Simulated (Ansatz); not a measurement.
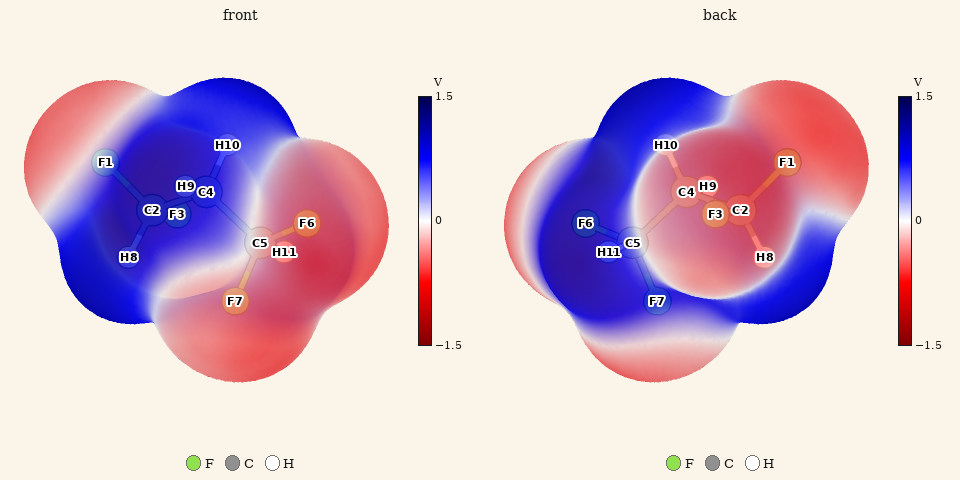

The picture shows: C3H4F4. The electrostatic potential painted on the density surface at 0.001 e/bohr³, seen from the front and from behind; the colour scale runs from red (negative) to blue (positive).

Geometry: PBE0-D4/def2-TZVP.

The calculation used RKS PBE0-D4/def2-TZVPP (Ansatz 0.2.0).

Input

```
crystal:
  periodic: [false, false, false]
  atoms:
    - {symbol: F, position_ang: [-1.825156, -1.086301, 1.132958]}
    - {symbol: C, position_ang: [-0.560276, -0.636183, 0.950903]}
    - {symbol: F, position_ang: [0.263948, -1.718772, 0.974779]}
    - {symbol: C, position_ang: [-0.458652, 0.054411, -0.383343]}
    - {symbol: C, position_ang: [0.926183, 0.580377, -0.653628]}
    - {symbol: F, position_ang: [0.951253, 1.189930, -1.863374]}
    - {symbol: F, position_ang: [1.255835, 1.514632, 0.279328]}
    - {symbol: H, position_ang: [-0.298196, 0.001270, 1.799962]}
    - {symbol: H, position_ang: [-1.159637, 0.891573, -0.409537]}
    - {symbol: H, position_ang: [-0.732004, -0.657757, -1.165007]}
    - {symbol: H, position_ang: [1.702002, -0.190281, -0.642440]}
basis:
  gaussian: {orbitals: def2-TZVPP}
hamiltonian: {xc: pbe0, dispersion: d4}
output: {orbitals: {seedname: orbitals}}
```

Command:

```sh
ansatz run in.yaml --threads 4 --pin off --events-out ev --progress --plain --max-ram 11315MiB
```

Q: Which sites attract a positive test charge, and which a negative one?

A: A positive charge is drawn to the negative regions and a negative charge to the positive ones. The most negative region (about −0.6 V) lies over F1, F3, F6 and F7, the most positive (about +1.1 V) over the C and H atoms.
